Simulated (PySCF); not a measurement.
**C2H9NOSi: electronic excitations and core binding energies**

Wanted: the electronic excitations and core binding energies of C2H9NOSi (`CN(C)[SiH2]O`), by calculation.

Programs: PySCF 2.14.0, with density-fitted response routines of our own. Each step states its level of theory. These are calculated values for one molecule in the gas phase, unless marked as measured. Atoms count from 0, in the outputs and in this text.

## (1) The molecule as given

14 atoms, charge 0, multiplicity 1; geometry from: GFN2-xTB.

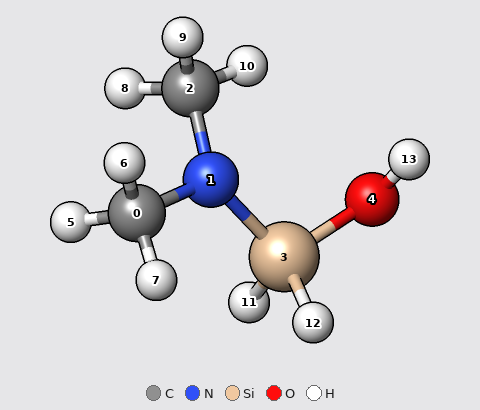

As it starts; carbon grey, nitrogen blue, silicon light orange, oxygen red, hydrogen white, atoms numbered.

## (2) TDDFT and polarisability: wB97X-D/def2-SVPD

The job: settings as JSON, then the geometry in Å.

```
{"job": {"kind": "uv", "xc": "wB97X-D", "basis": "def2-SVPD", "nstates": 8, "ntriplets": 3}, "charge": 0, "multiplicity": 1}
C     -1.271080    -1.072319     0.250446
N     -0.220183    -0.106934     0.443593
C     -0.736444     1.234719     0.564970
Si     1.376628    -0.409084    -0.129414
O      2.388541     0.700263     0.491277
H     -1.820001    -0.896360    -0.683366
H     -1.983611    -1.017199     1.078909
H     -0.847641    -2.072193     0.215868
H     -1.311364     1.530935    -0.321315
H     -1.397916     1.300364     1.434990
H      0.084258     1.935643     0.692430
H      1.638554    -0.211913    -1.554025
H      1.674658    -1.762218     0.340514
H      2.424924     0.845824     1.432981
```

With the program's defaults for keys left out, this is: TDDFT wB97X-D/def2-SVPD, vertical, gas phase, core orbitals frozen in the response.

Launch:

```console
> OMP_NUM_THREADS=1 python probes_run.py task.json out
```

This one command runs all jobs of the session in turn.

Standard output:

```text
coarse grid: 11528 points
cycle   1  E = -500.6781898645  dE =  5.071e-01  |g| = 6.818e-01  |ddm| = 4.623e+00
cycle   2  E = -500.6579268577  dE =  2.026e-02  |g| = 7.880e-01  |ddm| = 1.521e+00
cycle   3  E = -500.7705765109  dE = -1.126e-01  |g| = 4.437e-02  |ddm| = 6.831e-01
cycle   4  E = -500.7709452192  dE = -3.687e-04  |g| = 2.445e-02  |ddm| = 1.057e-01
cycle   5  E = -500.7710687439  dE = -1.235e-04  |g| = 7.503e-03  |ddm| = 4.145e-02
cycle   6  E = -500.7710818442  dE = -1.310e-05  |g| = 9.076e-04  |ddm| = 1.620e-02
cycle   7  E = -500.7710822024  dE = -3.582e-07  |g| = 4.207e-04  |ddm| = 5.744e-03
final grid: 104896 points
cycle   8  E = -500.8414667265  dE = -7.760e-05  |g| = 4.003e-03  |ddm| = 1.112e-01
cycle   9  E = -500.8414686966  dE = -1.970e-06  |g| = 3.475e-03  |ddm| = 1.510e-02
cycle  10  E = -500.8414712586  dE = -2.562e-06  |g| = 5.724e-04  |ddm| = 4.593e-03
cycle  11  E = -500.8414713488  dE = -9.025e-08  |g| = 2.330e-04  |ddm| = 1.788e-03
cycle  12  E = -500.8414713640  dE = -1.523e-08  |g| = 4.475e-05  |ddm| = 5.664e-04
cycle  13  E = -500.8414713650  dE = -9.059e-10  |g| = 1.601e-05  |ddm| = 1.870e-04
converged SCF energy = -500.8414713650

Static polarisability (au): isotropic 62.848, principal 56.248 63.020 69.274

Singlet excitations
state   eV       nm        f      main configurations
  1   6.1368    202.0   0.01338   H->L 0.86
  2   6.2716    197.7   0.02014   H->L+1 0.91
  3   7.3432    168.8   0.02326   H->L+3 0.82
  4   7.5693    163.8   0.01645   H->L+2 0.79
  5   7.6495    162.1   0.05747   H->L+4 0.78
  6   7.8628    157.7   0.02237   H->L+5 0.73, H->L+2 0.09
  7   8.0177    154.6   0.00392   H-1->L 0.78, H-1->L+1 0.09
  8   8.2603    150.1   0.03333   H->L+6 0.43, H->L+7 0.39

Triplet excitations (Tamm-Dancoff, eV): 5.9512 6.1765 7.1319
```

Run time: 50 s. Hardware: 1 thread of Arm Neoverse N1, shared host; peak memory 0.8 GiB.

Frontier orbitals and where they lie:

```
orbital      eV                        atoms
 HOMO−3  -12.16   O4 25 %, C2 23 %, H10 11 %
 HOMO−2  -11.43   O4 35 %, N1 17 %, Si3 15 %
 HOMO−1  -10.77  O4 38 %, Si3 23 %, H12 21 %
   HOMO   -8.31      N1 55 %, C2 9 %, C0 9 %
   LUMO    1.95  Si3 32 %, O4 25 %, H13 14 %
 LUMO+1    2.36    C0 24 %, Si3 17 %, H5 9 %
 LUMO+2    3.03   Si3 31 %, C2 13 %, O4 13 %
```

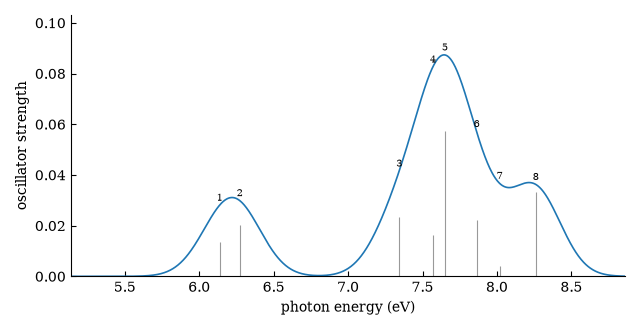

Absorption spectrum from the 8 singlet states computed; above the last one it falls off for lack of states. Lines are broadened to a width of 0.40 eV (Gaussian).

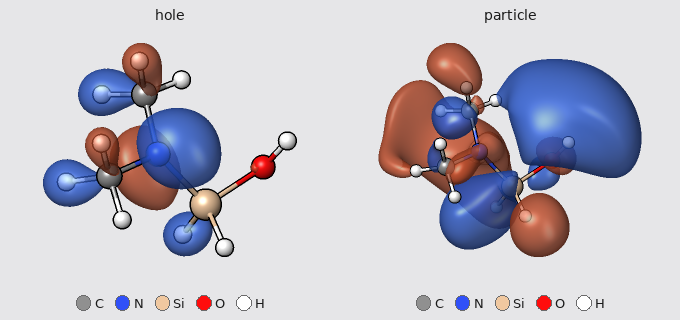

Leading natural transition orbitals of singlet state 5: the electron leaves the hole (left) for the particle orbital (right).

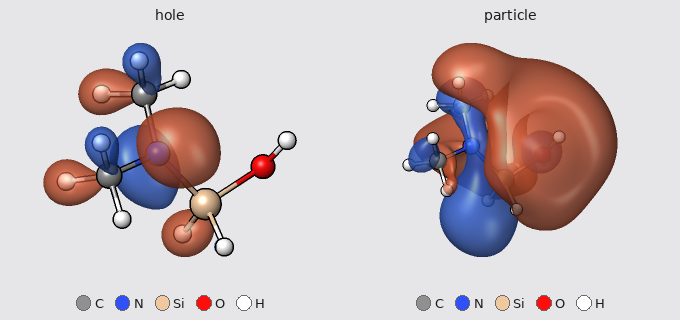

Leading natural transition orbitals of singlet state 1: the electron leaves the hole (left) for the particle orbital (right).

Further results of this job:

```
           property  computed
  dipole moment (D)      1.70
polarisability (Å³)      9.31
 HOMO–LUMO gap (eV)     10.26
      −ε(HOMO) (eV)      8.31
```

The fields below are evaluated on a grid from the run's orbitals.

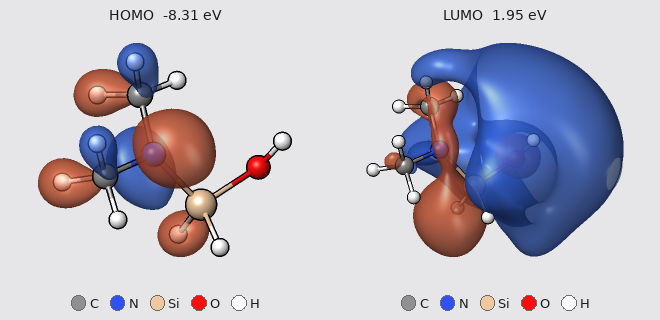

wB97X-D/def2-SVPD orbitals near the gap, drawn at the value that encloses 70 % of each; the two colours are the two signs. The LUMO is diffuse and is cut off by the edge of the grid.

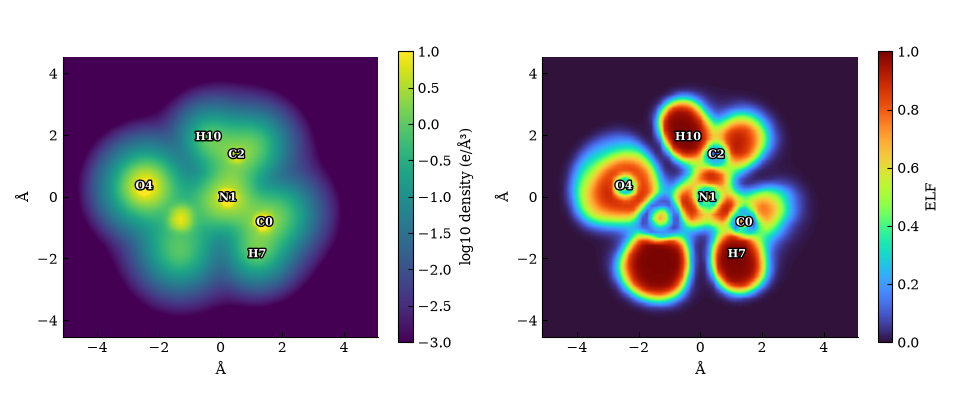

Density (left) and ELF (right) in a plane through or near 6 of the atoms.

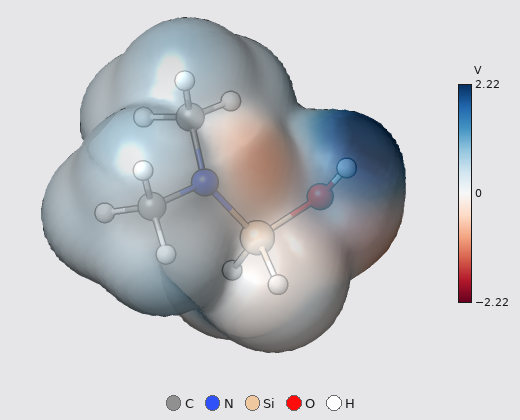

Electrostatic potential on the surface of density 0.002 e/bohr³; red is low, blue high. It runs from -1.39 V near O4 to 2.22 V near H13.

## (3) Core holes by ΔSCF: SCAN, X2C

Settings changed since step 2:

```diff
@@ -1,2 +1,2 @@
-{"job": {"kind": "uv", "xc": "wB97X-D", "basis": "def2-SVPD", "nstates": 8, "ntriplets": 3}, "charge": 0, "multiplicity": 1}
+{"job": {"kind": "xps"}, "charge": 0, "multiplicity": 1}
 C     -1.271080    -1.072319     0.250446
```

Level: delta-SCF UKS SCAN, pcX-2 on the ionised atom, pcseg-1 elsewhere, spin-free X2C.

Standard output:

```text
ground state, core basis on atom 0 (C), 150 functions
  cycle   1  E = -501.54054462  |g| = 7.73e-01
  cycle   2  E = -501.30641337  |g| = 1.32e+00
  cycle   3  E = -501.66006409  |g| = 1.14e-01
  cycle   4  E = -501.66243176  |g| = 5.32e-02
  cycle   5  E = -501.66305939  |g| = 1.81e-02
  cycle   6  E = -501.66312739  |g| = 6.77e-03
  cycle   7  E = -501.66313718  |g| = 1.01e-03
  cycle   8  E = -501.66313454  |g| = 3.40e-04
  E(ground) = -501.70645411 Eh
hole in C 1s of atom 0
  cycle   1  E = -490.39914242  |g| = 1.50e+00
  cycle   2  E = -489.59341767  |g| = 1.90e+00
  cycle   3  E = -490.88854164  |g| = 3.97e-01
  cycle   4  E = -490.91942115  |g| = 2.97e-01
  cycle   5  E = -490.95143224  |g| = 6.62e-02
  cycle   6  E = -490.95296551  |g| = 1.63e-02
  cycle   7  E = -490.95308833  |g| = 7.41e-03
  cycle   8  E = -490.95311831  |g| = 3.60e-03
  cycle   9  E = -490.95312464  |g| = 1.56e-03
  cycle  10  E = -490.95312727  |g| = 8.78e-04
  cycle  11  E = -490.95312751  |g| = 1.52e-04
  E(ion) = -490.99495590 Eh   <S^2> = 0.7694   hole on atom = 1.000   binding energy = 291.475 eV
ground state, core basis on atom 1 (N), 150 functions
  cycle   1  E = -501.67826948  |g| = 7.50e-02
  cycle   2  E = -501.67822275  |g| = 2.80e-02
  cycle   3  E = -501.67821326  |g| = 2.94e-02
  cycle   4  E = -501.67838555  |g| = 5.25e-03
  cycle   5  E = -501.67839261  |g| = 8.16e-04
  cycle   6  E = -501.67839392  |g| = 1.94e-04
  E(ground) = -501.72003190 Eh
hole in N 1s of atom 1
  cycle   1  E = -486.11012418  |g| = 1.88e+00
  cycle   2  E = -485.24795074  |g| = 2.22e+00
  cycle   3  E = -486.75213622  |g| = 4.50e-01
  cycle   4  E = -486.80143160  |g| = 2.45e-01
  cycle   5  E = -486.82183426  |g| = 8.40e-02
  cycle   6  E = -486.82447984  |g| = 9.06e-03
  cycle   7  E = -486.82451106  |g| = 4.67e-03
  cycle   8  E = -486.82452485  |g| = 1.15e-03
  cycle   9  E = -486.82452548  |g| = 3.67e-04
  E(ion) = -486.86508969 Eh   <S^2> = 0.7652   hole on atom = 1.000   binding energy = 404.224 eV
ground state, core basis on atom 3 (Si), 161 functions
  cycle   1  E = -501.77010014  |g| = 2.89e-01
  cycle   2  E = -501.77021165  |g| = 5.12e-02
  cycle   3  E = -501.77029021  |g| = 3.73e-02
  cycle   4  E = -501.77050454  |g| = 4.68e-03
  cycle   5  E = -501.77051225  |g| = 8.06e-04
  cycle   6  E = -501.77051081  |g| = 1.65e-04
  E(ground) = -501.77256458 Eh
hole in Si 1s of atom 3
  cycle   1  E = -432.84051246  |g| = 4.35e+00
  cycle   2  E = -432.89855492  |g| = 2.17e+00
  cycle   3  E = -433.49500549  |g| = 8.66e-01
  cycle   4  E = -433.82766212  |g| = 3.68e-01
  cycle   5  E = -433.87911273  |g| = 1.33e-01
  cycle   6  E = -433.88700751  |g| = 3.91e-02
  cycle   7  E = -433.88734884  |g| = 2.77e-02
  cycle   8  E = -433.88763460  |g| = 6.00e-03
  cycle   9  E = -433.88765002  |g| = 1.82e-03
  cycle  10  E = -433.88765156  |g| = 2.74e-04
  E(ion) = -433.89731579 Eh   <S^2> = 0.7520   hole on atom = 1.000   binding energy = 1846.980 eV
hole in Si 2p of atom 3
  cycle   1  E = -497.50114399  |g| = 1.24e+00
  cycle   2  E = -497.34782085  |g| = 1.14e+00
  cycle   3  E = -497.74895387  |g| = 3.69e-01
  cycle   4  E = -497.80913054  |g| = 1.38e-01
  cycle   5  E = -497.81644704  |g| = 4.83e-02
  cycle   6  E = -497.81739190  |g| = 2.12e-02
  cycle   7  E = -497.81756454  |g| = 6.54e-03
  cycle   8  E = -497.81757909  |g| = 2.27e-03
  cycle   9  E = -497.81758156  |g| = 3.68e-04
  E(ion) = -497.83033827 Eh   <S^2> = 0.7516   hole on atom = 1.003   binding energy = 107.273 eV
  2p3/2 = 107.025 eV   2p1/2 = 107.650 eV
ground state, core basis on atom 4 (O), 150 functions
  cycle   1  E = -501.69605948  |g| = 1.00e-01
  cycle   2  E = -501.69557704  |g| = 6.84e-02
  cycle   3  E = -501.69586372  |g| = 5.67e-02
  cycle   4  E = -501.69640695  |g| = 5.38e-03
  cycle   5  E = -501.69641410  |g| = 1.31e-03
  cycle   6  E = -501.69641614  |g| = 3.20e-04
  E(ground) = -501.73695386 Eh
hole in O 1s of atom 4
  cycle   1  E = -481.10072899  |g| = 2.22e+00
  cycle   2  E = -479.28494235  |g| = 2.51e+00
  cycle   3  E = -481.51054698  |g| = 9.35e-01
  cycle   4  E = -481.81647427  |g| = 4.48e-01
  cycle   5  E = -481.89860461  |g| = 1.39e-01
  cycle   6  E = -481.90692196  |g| = 3.05e-02
  cycle   7  E = -481.90734566  |g| = 1.01e-02
  cycle   8  E = -481.90739426  |g| = 2.52e-03
  cycle   9  E = -481.90739875  |g| = 8.52e-04
  cycle  10  E = -481.90739884  |g| = 2.11e-04
  E(ion) = -481.94896286 Eh   <S^2> = 0.7613   hole on atom = 1.000   binding energy = 538.459 eV
```

Wall time 97 s (1 thread of Arm Neoverse N1, shared host); peak memory 0.61 GiB.

The holes in one table. −ε is the ground-state orbital energy:

```
       hole  stands for                  environment  ΔSCF (eV; 2p as the shell's mean)  −ε (eV)   ⟨S²⟩
  C1s on C0      C0, C2    methyl carbon bonded to N                             291.47    274.2  0.769
  N1s on N1          N1   nitrogen bonded to 2 C, Si                             404.22    385.5  0.765
Si1s on Si3         Si3  silicon bonded to N, O, 2 H                            1846.98   1793.5  0.752
Si2p on Si3         Si3  silicon bonded to N, O, 2 H                             107.23     96.2  0.752
  O1s on O4          O4       oxygen bonded to Si, H                             538.46    516.4  0.761
```

Each hole run stands for the others of its class of like atoms.

With the spin-orbit splitting: Si3 2p3/2 107.02, 2p1/2 107.65 eV. The table gives each 2p level as the mean over the whole 2p shell (two parts 2p3/2, one part 2p1/2), which differs a little from the single hole in the log.

## (4) Outcome

```
                                quantity                        value
      lowest singlet (wB97X-D/def2-SVPD)  6.14 eV (202 nm), f = 0.013
brightest single state of those computed  state 5, 7.65 eV, f = 0.057
                          lowest triplet                      5.95 eV
   surface potential, least and greatest           -1.39 V and 2.22 V
        C1s binding energies, SCAN/pcX-2                 C0 291.47 eV
        N1s binding energies, SCAN/pcX-2                 N1 404.22 eV
       Si1s binding energies, SCAN/pcX-2               Si3 1846.98 eV
       Si2p binding energies, SCAN/pcX-2                Si3 107.23 eV
        O1s binding energies, SCAN/pcX-2                 O4 538.46 eV
```

What this shows: The first singlet state (HOMO→LUMO 0.86) lies at 6.14 eV and is weak; of the 8 states computed, the strongest absorption comes from state 5 at 7.65 eV (the last state computed is bright too, and its partners may lie past the list). The lowest triplet lies 0.19 eV below the lowest singlet (triplets in Tamm-Dancoff, singlets in full TDDFT).
